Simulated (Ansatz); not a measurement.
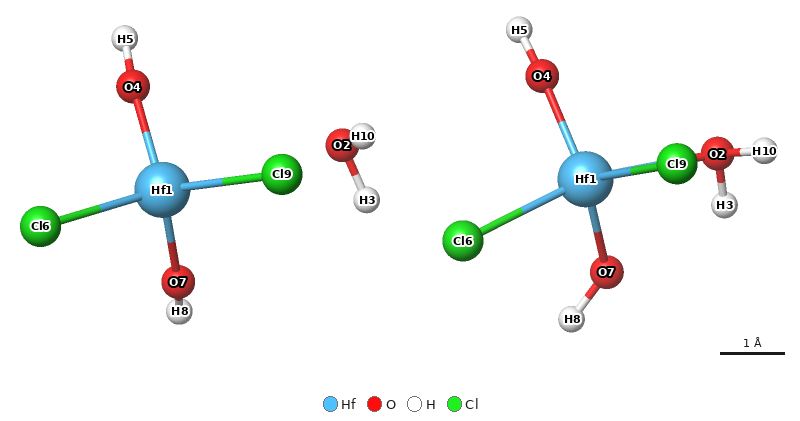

Two geometries of HfH4O3Cl2, drawn at one scale. One is the start of a relaxation, the other its converged end. A ball-and-stick model, seen at a tilt.

Computed with Ansatz 0.2.0, RKS PBE0/def2-SVP. (no spin polarisation; force threshold 0.03 eV/Å; at most 50 steps)

Which geometry has the lower energy?

Answer. The right one is the relaxed one. The run prepares an end point of a later path (reaction) calculation, from a guessed geometry. After 11 accepted moves (14 points after the start) the energy has fallen by 0.492 eV. Largest force component: 0.95 eV/Å at the start, 0.009 eV/Å at the end. The line search rejected the trial steps at points 4, 11, 13 of the run. The largest move after the best rigid fit is that of H3, 0.67 Å. Largest moves by element: H 0.67 Å, Cl 0.58 Å, O 0.52 Å, Hf 0.43 Å. Some distances before and after: Hf1–H3 3.628 → 2.714 Å, Hf1–O2 3.259 → 2.353 Å, Hf1–H10 3.298 → 2.873 Å, Hf1–Cl9 2.488 → 2.412 Å. New bonds form, among them: Hf1–O2 (3.26 → 2.35 Å). Among the angles between lasting bonds that change: Hf1–O7–H8 158.0° → 130.6°, Cl6–Hf1–O7 105.1° → 96.4°, O7–Hf1–Cl9 112.9° → 119.4°.

Limits of the set-up: the start holds two separate molecules, 2.6 Å apart at their closest, whose relative position is a soft coordinate and is computed without a dispersion correction.
